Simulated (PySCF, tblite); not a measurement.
# C3H5FN2Si: geometry, infrared bands and NMR shifts

Wanted: the infrared bands and NMR shifts of C3H5FN2Si (`N#C/C(CF)=N/[SiH3]`), by calculation.

The runs use tblite 0.8.0 and PySCF 2.14.0, with density-fitted response routines of our own; the level of theory stands in each step. All values are computed, except where a source is named. Atoms count from 0, in the outputs and in this text.

### Step 1. The starting structure

12 atoms, charge 0, multiplicity 1; geometry from: force field or distance geometry start.

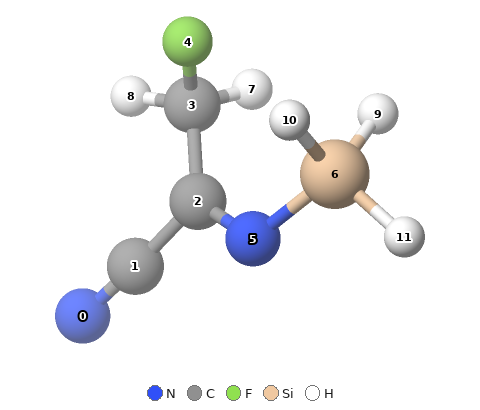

As it starts; nitrogen blue, carbon grey, fluorine green, silicon light orange, hydrogen white, atoms numbered.

### Step 2. Relaxing the molecule with GFN2-xTB

Job settings and geometry (Å):

```
{"job": {"kind": "relax", "xc": "GFN2-xTB", "basis": "xTB"}, "charge": 0, "multiplicity": 1}
N      2.644800    -2.184500     0.360100
C      1.741400    -1.444000     0.203600
C      0.658200    -0.512600     0.104800
C      0.524100     0.503200     1.206600
F      0.393900     1.769500     0.761200
N     -0.081500    -0.724100    -0.953800
Si    -1.453200     0.273000    -1.294500
H     -0.350200     0.266300     1.824200
H      1.409900     0.467500     1.865600
H     -2.178700     0.467700    -0.006900
H     -0.981700     1.556800    -1.840200
H     -2.325700    -0.439400    -2.256800
```

Started as:

```bash
OMP_NUM_THREADS=1 python probes_run.py task.json out
```

The driver reads the jobs from task.json and runs them one after another.

Log:

```text
step      E/eV     max force
  0    -577.31751    3.743
  1    -577.10518   11.931
  2    -577.47323    2.504
  3    -577.48388    2.427
  4    -577.54024    0.564
  5    -577.55007    0.362
  6    -577.56153    0.500
  7    -577.57210    0.359
  8    -577.57895    0.306
  9    -577.58693    0.274
 10    -577.59347    0.328
 11    -577.59851    0.258
 12    -577.60265    0.208
 13    -577.60706    0.228
 14    -577.61083    0.208
 15    -577.61275    0.126
 16    -577.61362    0.081
 17    -577.61456    0.123
 18    -577.61602    0.189
 19    -577.61772    0.184
 20    -577.61900    0.106
 21    -577.61977    0.080
 22    -577.62047    0.112
 23    -577.62150    0.156
 24    -577.62297    0.156
 25    -577.62481    0.135
 26    -577.62710    0.154
 27    -577.63010    0.190
 28    -577.63395    0.238
 29    -577.63770    0.182
 30    -577.64013    0.116
 31    -577.64226    0.145
 32    -577.64514    0.261
 33    -577.64728    0.256
 34    -577.64885    0.125
 35    -577.64982    0.072
 36    -577.65071    0.079
 37    -577.65156    0.107
 38    -577.65306    0.131
 39    -577.65483    0.122
 40    -577.65676    0.077
 41    -577.65843    0.116
 42    -577.65445    0.327
 43    -577.66040    0.128
 44    -577.66152    0.111
 45    -577.65548    0.639
 46    -577.66677    0.103
 47    -577.66864    0.101
 48    -577.67126    0.312
 49    -577.67311    0.127
 50    -577.67453    0.080
 51    -577.67701    0.088
 52    -577.67771    0.094
 53    -577.67863    0.094
 54    -577.67955    0.104
 55    -577.68051    0.094
 56    -577.68140    0.076
 57    -577.68223    0.061
 58    -577.68279    0.066
 59    -577.68322    0.066
 60    -577.68373    0.076
 61    -577.68440    0.082
 62    -577.68493    0.099
 63    -577.68550    0.063
 64    -577.68583    0.053
 65    -577.68627    0.047
 66    -577.68663    0.060
 67    -577.68703    0.054
 68    -577.68726    0.041
 69    -577.68745    0.043
 70    -577.68769    0.048
 71    -577.68802    0.054
 72    -577.68844    0.063
 73    -577.68883    0.060
 74    -577.68915    0.040
 75    -577.68938    0.044
 76    -577.68955    0.030
 77    -577.68962    0.021
 78    -577.68967    0.019
 79    -577.68972    0.019
 80    -577.68981    0.034
 81    -577.68995    0.046
 82    -577.69017    0.049
 83    -577.69040    0.039
 84    -577.69064    0.041
 85    -577.69090    0.057
 86    -577.69122    0.063
 87    -577.69157    0.049
 88    -577.69189    0.046
 89    -577.69216    0.052
 90    -577.69240    0.055
 91    -577.69282    0.074
 92    -577.69337    0.063
 93    -577.69421    0.068
 94    -577.69431    0.040
 95    -577.69444    0.028
 96    -577.69456    0.027
 97    -577.69464    0.023
 98    -577.69474    0.030
 99    -577.69487    0.046
100    -577.69511    0.054
101    -577.69540    0.043
102    -577.69564    0.035
103    -577.69580    0.030
104    -577.69593    0.044
105    -577.69608    0.086
106    -577.69631    0.061
107    -577.69669    0.064
108    -577.69692    0.050
109    -577.69709    0.028
110    -577.69729    0.048
111    -577.69755    0.060
112    -577.69773    0.036
113    -577.69779    0.017
114    -577.69781    0.010
115    -577.69782    0.014
116    -577.69785    0.011
117    -577.69787    0.009
```

It took 0.51 s on 1 thread of Arm Neoverse V2, shared host.

Step by step: (not every step is listed) (the energy doesn't fall at every step)

```csv
step,energy from step 0 (eV),largest force (eV/Å)
0,0.0000,3.7434
1,0.2123,11.9311
2,-0.1557,2.5038
3,-0.1664,2.4270
4,-0.2227,0.5645
5,-0.2326,0.3615
6,-0.2440,0.5004
7,-0.2546,0.3590
8,-0.2614,0.3056
18,-0.2985,0.1885
28,-0.3164,0.2377
38,-0.3356,0.1311
48,-0.3537,0.3116
58,-0.3653,0.0664
68,-0.3698,0.0409
78,-0.3722,0.0193
88,-0.3744,0.0460
98,-0.3772,0.0297
108,-0.3794,0.0499
112,-0.3802,0.0355
113,-0.3803,0.0171
114,-0.3803,0.0104
115,-0.3803,0.0136
116,-0.3803,0.0107
117,-0.3804,0.0094
```

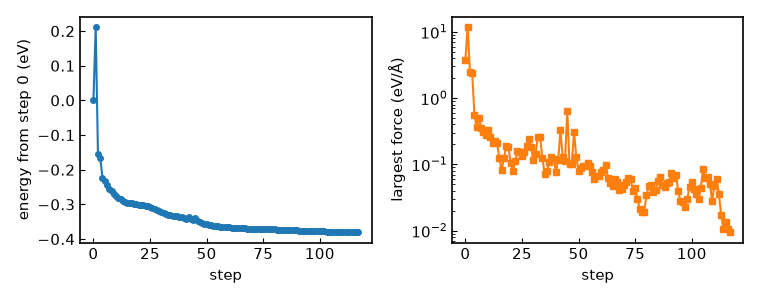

Energy and largest force along the relaxation.

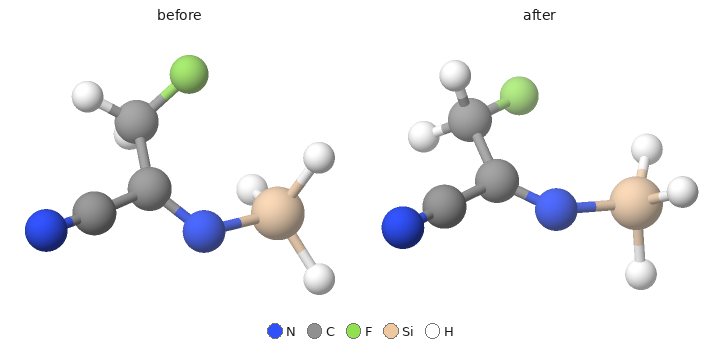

Before and after, at one scale.

Distances of close pairs at the start and the end, largest changes first:

```csv
bond,before (Å),after (Å),change (Å)
C2–N5,1.309,1.248,-0.061
N0–C1,1.179,1.145,-0.034
Si6–H9,1.491,1.461,-0.030
Si6–H11,1.481,1.461,-0.020
C3–F4,1.349,1.364,+0.015
C2–C3,1.505,1.517,+0.013
Si6–H10,1.472,1.461,-0.011
N5–Si6,1.730,1.721,-0.008
```

The next job starts from the end point, and lists it.

### Step 3. Infrared spectrum with GFN2-xTB

Job settings and geometry (Å):

```
{"job": {"kind": "ir", "xc": "GFN2-xTB", "basis": "xTB"}, "charge": 0, "multiplicity": 1}
N      2.598044    -2.138693     0.182496
C      1.730009    -1.392388     0.177501
C      0.637230    -0.461000     0.156693
C      0.542683     0.328513     1.448819
F     -0.505841     1.200680     1.446008
N     -0.081934    -0.396907    -0.861367
Si    -1.453642     0.456695    -1.455707
H      0.403826    -0.355387     2.295618
H      1.460486     0.911490     1.597658
H     -2.095793     1.475767    -0.629720
H     -0.880616     1.035781    -2.668723
H     -2.353255    -0.665235    -1.715302
```

Log:

```text
mode    cm-1     km/mol
  1      52.6     15.49
  2      91.5      4.53
  3     114.4      1.52
  4     119.2      0.00
  5     148.6     13.98
  6     275.7      0.02
  7     298.3      7.64
  8     470.7     11.80
  9     513.6      0.36
 10     538.8      0.79
 11     561.9     30.91
 12     611.5    119.07
 13     723.2     71.47
 14     737.5    163.68
 15     800.3    135.05
 16     810.2    455.27
 17     911.3      0.90
 18     954.2     51.41
 19    1044.1     66.32
 20    1107.7     36.96
 21    1188.2      4.05
 22    1291.7      2.65
 23    1403.7     10.90
 24    1750.0    125.90
 25    2270.3    327.43
 26    2278.6    343.29
 27    2290.8     96.94
 28    2373.0    101.34
 29    2918.9      8.08
 30    2930.2     11.00
```

Run time: 0.25 s. Hardware: 1 thread of Arm Neoverse V2, shared host.

Which atoms move in the most intense modes:

```csv
cm⁻¹,km/mol,atoms
612,119.1,"H10 35 %, H11 35 %, N5 12 %, Si6 10 %"
738,163.7,"H11 46 %, H10 45 %"
800,135.1,"H9 56 %, H11 22 %, H10 19 %"
810,455.3,"H9 30 %, H10 30 %, H11 27 %"
1750,125.9,"C2 52 %, N5 47 %"
2270,327.4,"H11 37 %, H9 30 %, H10 29 %"
2279,343.3,"H10 50 %, H11 45 %"
2373,101.3,"C1 59 %, N0 40 %"
```

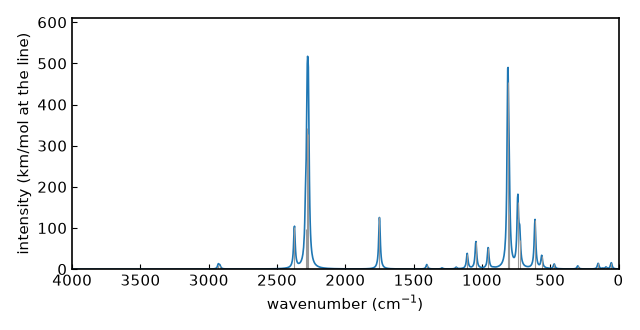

The infrared spectrum from these modes, unscaled. Lines are broadened to a width of 14 cm⁻¹ (Lorentzian).

### Step 4. NMR shieldings: PBE0/pcSseg-1

Settings changed since step 3:

```diff
@@ -1,2 +1,2 @@
-{"job": {"kind": "ir", "xc": "GFN2-xTB", "basis": "xTB"}, "charge": 0, "multiplicity": 1}
+{"job": {"kind": "nmr", "xc": "PBE0", "basis": "pcSseg-1"}, "charge": 0, "multiplicity": 1}
 N      2.598044    -2.138693     0.182496
```

With the program's defaults for keys left out, this is: GIAO PBE0/pcSseg-1 NMR shielding, non-relativistic, gas phase.

Log:

```text
coarse grid: 11192 points
cycle   1  E = -615.4448874181  dE =  9.299e-01  |g| = 6.884e-01  |ddm| = 3.287e+00
cycle   2  E = -615.1415170552  dE =  3.034e-01  |g| = 1.413e+00  |ddm| = 1.734e+00
cycle   3  E = -615.5384927232  dE = -3.970e-01  |g| = 1.412e-01  |ddm| = 1.188e+00
cycle   4  E = -615.5406692436  dE = -2.177e-03  |g| = 9.031e-02  |ddm| = 1.385e-01
cycle   5  E = -615.5421337597  dE = -1.465e-03  |g| = 2.897e-02  |ddm| = 7.292e-02
cycle   6  E = -615.5423190840  dE = -1.853e-04  |g| = 7.322e-03  |ddm| = 2.909e-02
cycle   7  E = -615.5423286049  dE = -9.521e-06  |g| = 1.499e-03  |ddm| = 7.012e-03
final grid: 106000 points
cycle   8  E = -615.5873035413  dE = -2.649e-05  |g| = 4.591e-03  |ddm| = 2.303e-02
cycle   9  E = -615.5873020788  dE =  1.462e-06  |g| = 5.590e-03  |ddm| = 8.079e-03
cycle  10  E = -615.5873080410  dE = -5.962e-06  |g| = 7.494e-04  |ddm| = 4.080e-03
cycle  11  E = -615.5873081164  dE = -7.549e-08  |g| = 2.980e-04  |ddm| = 6.768e-04
cycle  12  E = -615.5873081297  dE = -1.322e-08  |g| = 1.748e-04  |ddm| = 3.045e-04
cycle  13  E = -615.5873081356  dE = -5.984e-09  |g| = 2.769e-05  |ddm| = 1.229e-04
cycle  14  E = -615.5873081358  dE = -1.385e-10  |g| = 1.128e-05  |ddm| = 3.016e-05
converged SCF energy = -615.5873081358

GIAO shielding tensors (ppm)
atom      isotropic    diamagn.    paramagn.     s11        s22        s33       span
  0 N      -40.524     339.096    -379.620   -196.482   -189.511    264.421    460.903
  1 C       69.708     261.266    -191.558    -46.413    -34.720    290.256    336.668
  2 C       34.883     251.558    -216.676    -76.598     69.045    112.201    188.798
  3 C       93.822     242.067    -148.245     66.585     69.696    145.186     78.601
  4 F      420.335     473.785     -53.449    383.545    414.167    463.293     79.748
  5 N     -150.696     328.129    -478.825   -587.128   -176.016    311.054    898.182
  6 Si     409.132     880.326    -471.195    363.809    401.479    462.106     98.297
  7 H       26.260      27.213      -0.954     22.750     25.730     30.300      7.550
  8 H       26.267      27.211      -0.944     22.807     25.754     30.239      7.432
  9 H       26.379      29.542      -3.164     22.104     26.734     30.297      8.193
 10 H       26.364      29.010      -2.647     23.568     25.304     30.219      6.651
 11 H       26.366      29.012      -2.646     23.594     25.292     30.211      6.618
```

It took 21 s on 1 thread of Arm Neoverse V2, shared host; peak memory 0.71 GiB.

Shifts follow as δ = σ(reference) − σ, with reference shieldings (ppm) from runs at the same level and on the same kind of geometry: 1H TMS 31.72, 13C TMS 186.9, 29Si TMS 349.2, 19F CFCl3 170.9, 15N NH3 267.7. The references are single molecules in the gas phase, so shifts against H2O, NH3, PH3, H3PO4 or CFCl3 are not on the usual liquid scales and can be off by tens of ppm. Atoms listed in one row are averaged.

```csv
atoms,environment,σ (ppm),δ (ppm),δ scaled to CDCl3
C2,C=N carbon,34.9,152.0,146.5
C1,nitrile carbon,69.7,117.2,112.5
C3,sp3 CH2 bonded to F,93.8,93.1,89.0
"H7, H8",hydrogen on an sp3 CH2 bonded to F,26.26,5.45,5.25
"H9, H10, H11",hydrogen on a silicon bonded to N,26.37,5.35,–
N5,imine nitrogen,-150.7,418.4,–
N0,nitrile nitrogen,-40.5,308.3,–
F4,fluorine on an sp3 carbon,420.3,-249.4,–
Si6,"silicon bonded to N, 3 H",409.1,-60.0,–
```

The scaled column applies a straight-line fit of computed shieldings to shifts measured in CDCl3, and one for carbons that bear F (root-mean-square error 0.16 ppm for H, 1.9 ppm for C).

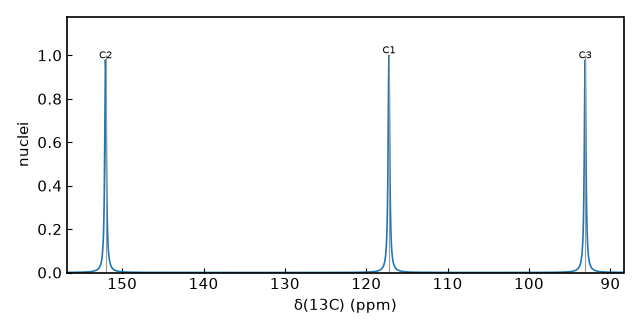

13C lines at the computed shifts, without couplings. Lines are broadened to a width of 0.24 ppm (Lorentzian).

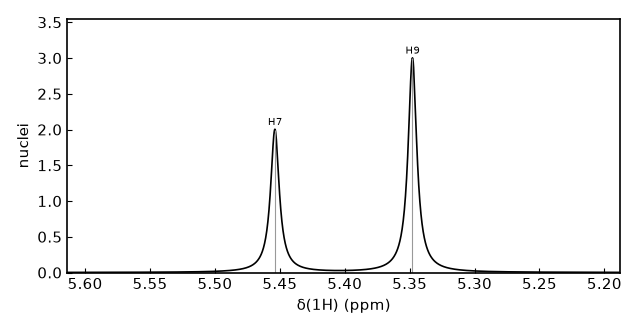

1H lines at the computed shifts, without couplings. Lines are broadened to a width of 0.01 ppm (Lorentzian).

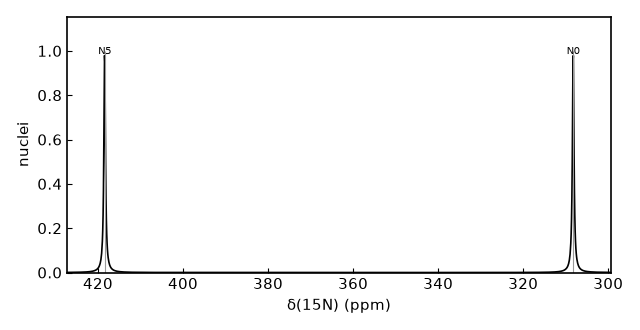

15N lines at the computed shifts, without couplings. Lines are broadened to a width of 0.44 ppm (Lorentzian).

The run also stored atomic charges by several schemes (e):

```csv
atoms,Mulliken,IAO,Hirshfeld,ESP fit
N0,-0.22,-0.20,-0.19,-0.35
C1,0.12,0.12,0.08,0.11
C2,0.07,0.14,0.11,0.55
C3,0.26,0.01,0.03,0.02
F4,-0.32,-0.30,-0.09,-0.21
N5,-0.54,-0.48,-0.20,-0.57
Si6,0.60,0.75,0.35,0.53
```

Hirshfeld charges:

```csv
atom,value (e)
N0,-0.19
C1,0.08
C2,0.11
C3,0.03
F4,-0.09
N5,-0.20
Si6,0.35
H7,0.06
H8,0.06
H9,-0.08
H10,-0.07
H11,-0.07
```

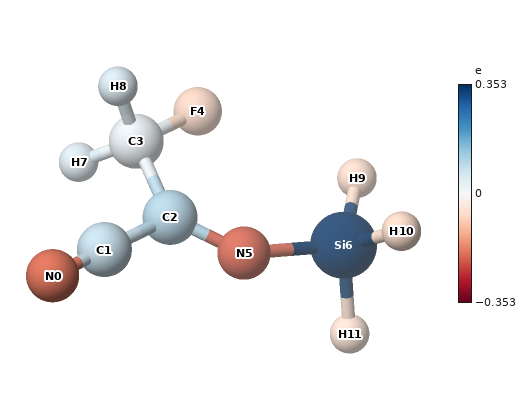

Hirshfeld charges, as colours on the atoms.

Mayer bond orders: N0–C1 3.01, C1–C2 0.92, C2–C3 0.95, C3–F4 0.90, C2–N5 1.96, N5–Si6 0.94.

Orbitals, density, ELF and potential are computed afterwards from the orbital file.

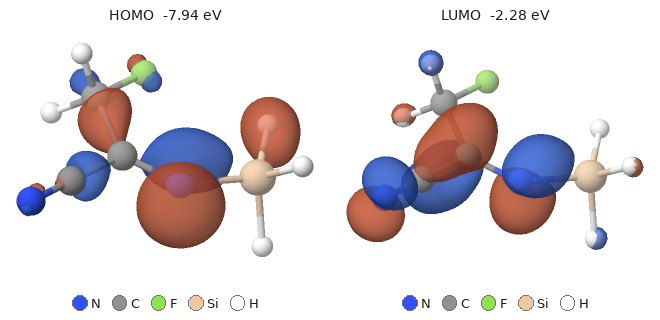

Frontier orbitals at PBE0/pcSseg-1; each surface holds 70 % of the orbital's density, blue and red mark the sign.

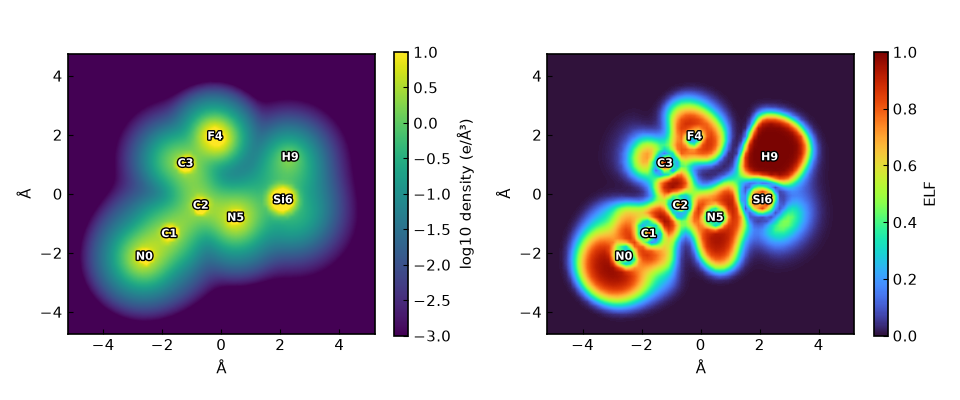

Density (left) and ELF (right) in a plane through or near 8 of the atoms.

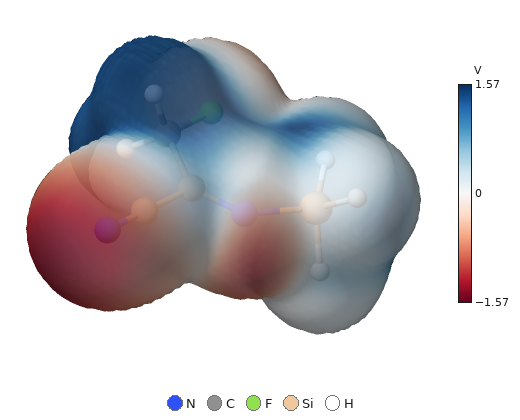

The potential that a unit positive charge feels on the 0.002 e/bohr³ surface, from -1.43 V near N0 to 1.57 V near H8.

### Step 5. Summary of results

| quantity | value |
| --- | --- |
| strongest single infrared mode (GFN2-xTB) | 810 cm⁻¹, 455 km/mol |
| zero-point energy (GFN2-xTB) | 45.1 kcal/mol |
| 13C shifts against TMS (PBE0/pcSseg-1) | 152.0, 117.2, 93.1 ppm |
| 1H shifts against TMS (PBE0/pcSseg-1, means over atoms taken as alike) | 5.45, 5.35 ppm |
| 15N shifts against NH3 (PBE0/pcSseg-1) | 418.4, 308.3 ppm |
| 19F shifts against CFCl3 (PBE0/pcSseg-1) | -249.4 ppm |
| 29Si shifts against TMS (PBE0/pcSseg-1) | -60.0 ppm |
| surface potential, least and greatest | -1.43 V and 1.57 V |

In words: Over 117 steps the energy fell by 0.380 eV; of the close pairs, C2–N5 changed most, 1.309 to 1.248 Å. No mode is imaginary among the 30: a minimum at this level. The strongest single mode, at 810 cm⁻¹, has its largest shares on H9, H10 and H11 (the list is cut at 3 atoms). Unscaled tight-binding wavenumbers are off by several per cent, some by more. Its intensities can rank the bands wrongly. The most deshielded hydrogen is H7, H8 (mean) (hydrogen on an sp3 CH2 bonded to F), at 5.45 ppm: its carbon carries F, which withdraws density. At PBE0/pcSseg-1: Shielding is most anisotropic at N5 (span 898 ppm, paramagnetic term -479 ppm). By nearest atom (PBE0/pcSseg-1), the HOMO sits on N5 61 %; H9 12 % and the LUMO on N5 30 %; C2 28 %.
